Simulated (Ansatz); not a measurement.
**CH2F (SMILES [CH2]F) at UBHLYP/STO-3G**

Aim: the vertical ionisation energy of CH2F at UBHLYP/STO-3G, from 2 runs. 

The calculation is run with Ansatz 0.2.0.

47 further runs of the same task are left out: 47 set aside as unsound or not needed.

**1. The structure to begin with**

CH2F has 4 atoms, charge 0, and is taken as a doublet. As SMILES, `[CH2]F`. The shape is that of a PBE0-D4/def2-TZVP optimisation.

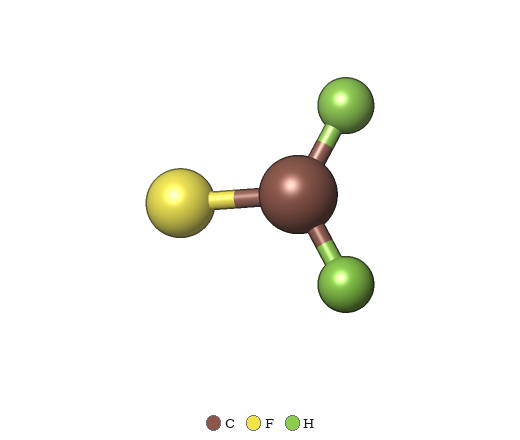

The structure, seen from a chosen angle (carbon brown, fluorine yellow, hydrogen green).

**2. A single-point energy at UBHLYP/STO-3G**

Input file in.yaml:

```yaml
crystal:
  periodic: [false, false, false]
  atoms:
    - {symbol: C, position_ang: [-0.030100, -0.057600, -0.131100]}
    - {symbol: F, position_ang: [0.950000, 0.694000, 0.364600]}
    - {symbol: H, position_ang: [-0.946900, 0.472300, -0.352500]}
    - {symbol: H, position_ang: [0.027000, -1.108700, 0.119000]}
basis:
  gaussian:
    orbitals: STO-3G
magnetization:
  spin_polarized: true
  initial_magnetization: 1
hamiltonian:
  xc: {name: BHLYP}
accuracy: high
```

Run with:

```console
$ ansatz run in.yaml --threads 1 --pin off --max-ram 2610MiB --events-out events.jsonl --progress --plain --runs-dir runs
```

Standard output:

```text
Warning: RAYON_NUM_THREADS=1 ignored (pool sized by the plan → 1); use --threads N
Functional definition: BHLYP
  name "BHLYP"
  parameter a = 0.5
  exchange = (1 - a)*b88_x + a*exact_x
  correlation = lyp_c
186 factors; integrals over basis functions are off by at most 1.3e-8 eV
mean field evaluation 1: about -3730.1059 eV, gradient 6.3e0 eV
mean field evaluation 2: about -3730.3639 eV, gradient 3.3e0 eV
mean field evaluation 4: about -3730.4459 eV, gradient 2.7e-1 eV
mean field evaluation 8: about -3730.4678 eV, gradient 3.6e-3 eV
mean field evaluation 16: about -3730.4678 eV, gradient 8.8e-8 eV
mean field -3730.46777307 eV, -137.0921620586 hartree, gradient 9.7e-8 eV, S^2 0.753414; 0 other end points of the search recorded, 0 dependent functions left out
reference -3730.46778674 eV, -137.0921625610 hartree; 9, 8 occupied and 3, 4 virtual orbitals, 186 factors
Total energy: -3730.46778674 eV, -137.0921625610 hartree
```

Run time: 0.64 s. Hardware: 1 thread of Arm Neoverse V2, shared host; peak memory 0.1 GiB.

**3. The singlet cation**

Input file molecule.yaml:

```yaml
crystal:
  periodic: [false, false, false]
  atoms:
    - {symbol: C, position_ang: [-0.030100, -0.057600, -0.131100]}
    - {symbol: F, position_ang: [0.950000, 0.694000, 0.364600]}
    - {symbol: H, position_ang: [-0.946900, 0.472300, -0.352500]}
    - {symbol: H, position_ang: [0.027000, -1.108700, 0.119000]}
basis:
  gaussian: {orbitals: STO-3G}
accuracy: high
hamiltonian: {xc: {name: BHLYP}}
total_charge: 1
```

Run with:

```console
$ ansatz run molecule.yaml --threads 1 --pin off --max-ram 2610MiB --events-out events.jsonl --progress --plain --runs-dir runs
```

Standard output:

```text
Warning: RAYON_NUM_THREADS=1 ignored (pool sized by the plan → 1); use --threads N
[... 5 set-up lines as earlier in the session ...]
186 factors; integrals over basis functions are off by at most 1.3e-8 eV
mean field evaluation 1: about -3718.6592 eV, gradient 3.2e1 eV
mean field evaluation 2: about -3710.4206 eV, gradient 7.0e1 eV
mean field evaluation 4: about -3722.7394 eV, gradient 3.3e-1 eV
mean field evaluation 8: about -3722.7388 eV, gradient 2.0e-2 eV
mean field evaluation 16: about -3722.7388 eV, gradient 6.0e-8 eV
mean field -3722.73881734 eV, -136.8081281744 hartree, gradient 5.9e-8 eV, S^2 0.000000; 0 other end points of the search recorded, 0 dependent functions left out
reference -3722.73883148 eV, -136.8081286940 hartree; 8, 8 occupied and 4, 4 virtual orbitals, 186 factors
Total energy: -3722.73883148 eV, -136.8081286940 hartree
```

Wall time 0.4 s (1 thread of Arm Neoverse V2, shared host).

**4. Results**

Level: UBHLYP/STO-3G.

| quantity | value |
| --- | --- |
| doublet CH2F: total energy | -137.09216 Eh |
| doublet CH2F: ⟨S²⟩ | 0.753 |
| singlet cation: total energy | -136.80813 Eh |
| vertical ionisation energy (to the singlet cation) | 7.729 eV |

What this shows: Removing an electron at fixed nuclei costs 7.73 eV (178 kcal/mol). Only the singlet of the ionised species was computed; a triplet could lie lower. In a minimal basis such a difference can be off by several eV, whatever the method.
